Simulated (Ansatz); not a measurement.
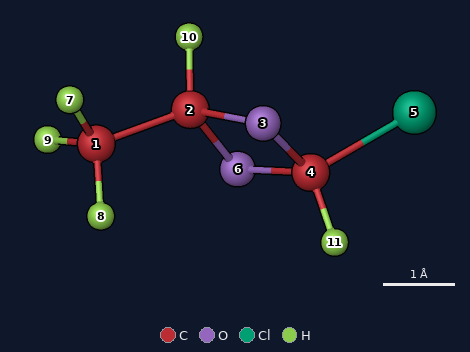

Fig. 1: The structure (ball-and-stick view, seen at a tilt; atoms are numbered from 1 in the order of the input).

C3H5ClO2: single-point calculation

- system: C3H5ClO2, SMILES CC1OC(Cl)O1
- method: RKS B2PLYP (frozen core)/def2-TZVPP (Ansatz 0.2.0)

The geometry comes from this level: PBE0-D4/def2-TZVP.

What the program printed:
```
Functional definition: B2PLYP
  name "B2PLYP"
  cite "Grimme, J. Chem. Phys. 124, 034108 (2006) doi:10.1063/1.2148954"
  cite "Becke, Phys. Rev. A 38, 3098 (1988) doi:10.1103/PhysRevA.38.3098"
  cite "Lee, Yang & Parr, Phys. Rev. B 37, 785 (1988) doi:10.1103/PhysRevB.37.785"
  parameter a = 0.53
  parameter c = 0.27
  exchange = (1 - a)*b88_x + a*exact_x
  correlation = (1 - c)*lyp_c + c*(mp2_os + mp2_ss)
1629 factors; integrals over basis functions are off by at most 9.2e-4 eV
mean field evaluation 1: about -19787.5785 eV, gradient 5.0e1 eV
mean field evaluation 2: about -19787.7949 eV, gradient 5.0e1 eV
mean field evaluation 4: about -19792.2758 eV, gradient 5.9e0 eV
mean field evaluation 8: about -19792.3434 eV, gradient 3.8e-1 eV
mean field evaluation 16: about -19792.3437 eV, gradient 2.7e-4 eV
mean field -19792.34367495 eV, -727.3552143220 hartree, gradient 2.8e-6 eV, S^2 0.000000; 0 other end points of the search recorded, 0 dependent functions left out
10 core orbitals not correlated: weight in the atoms' cores, before any rotation towards them, 1.000 or more for the frozen orbitals, at most 0.000 for the correlated occupied ones
reference -19792.34384889 eV, -727.3552207141 hartree; 18, 18 occupied and 239, 239 virtual orbitals, 1629 factors
second order -37.97083464 eV of doubles, -0.00000000 eV of singles
Total energy: -19802.59597424 eV, -727.7319793717 hartree
```

This output came from the following input.

Input:
```yaml
crystal:
  periodic: [false, false, false]
  atoms:
    - {symbol: C, position_ang: [0.247490, -0.486560, 1.487983]}
    - {symbol: C, position_ang: [0.393511, 0.278696, 0.216934]}
    - {symbol: O, position_ang: [0.538516, -0.533360, -0.953557]}
    - {symbol: C, position_ang: [-0.569967, 0.128960, -1.459969]}
    - {symbol: Cl, position_ang: [-0.170125, 1.207786, -2.851612]}
    - {symbol: O, position_ang: [-0.827517, 0.828522, -0.290289]}
    - {symbol: H, position_ang: [1.191136, -0.981687, 1.726463]}
    - {symbol: H, position_ang: [-0.541056, -1.233582, 1.394564]}
    - {symbol: H, position_ang: [0.003395, 0.200109, 2.301260]}
    - {symbol: H, position_ang: [1.179167, 1.042494, 0.266716]}
    - {symbol: H, position_ang: [-1.379150, -0.508376, -1.817892]}
basis:
  gaussian: {orbitals: def2-TZVPP}
hamiltonian: {xc: {name: B2PLYP}}
```

Run as:
```bash
ansatz run in.yaml --threads 4 --pin off --events-out ev --progress --plain --max-ram 10444MiB
```

Results in brief:

| quantity | value |
| --- | --- |
| outcome | converged |
| total energy | −19802.5960 eV |
| mean-field energy | −19792.3438 eV |
| SCF solution under orbital rotations | stable |
| hardware | 4 threads of Arm Neoverse V1, 23 GiB of memory available, shared host |
| wall time | 7 s (CPU time 25 s) |
| peak memory | 0.77 GiB |
